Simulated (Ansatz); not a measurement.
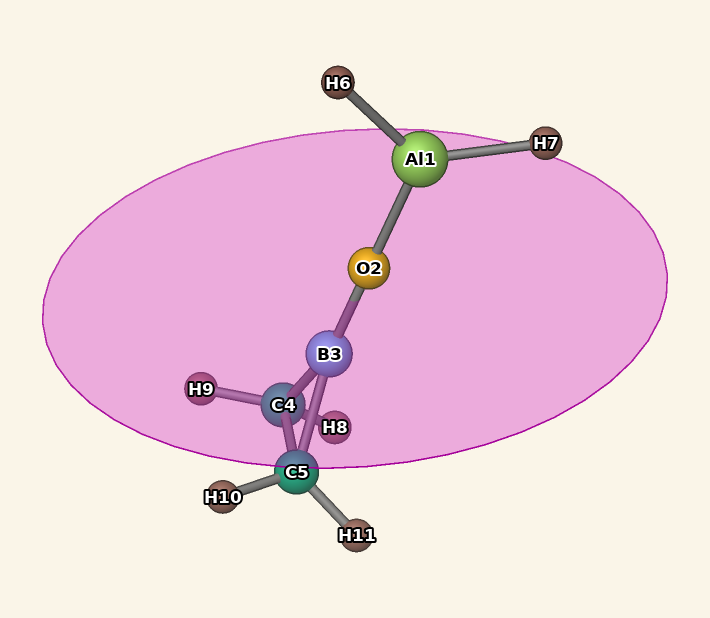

A disc through the centre of mass is drawn in. Distant atoms are faded towards the background colour. The geometry was computed by an optimisation with PBE0-D4/def2-TZVP. No frequency run is at hand to confirm it as a minimum.

### Is the plane of the disc a mirror plane of the structure?

No. The point group is C2v, with 1 C2 axis and 2 mirror planes, and this plane isn't one of its mirror planes.
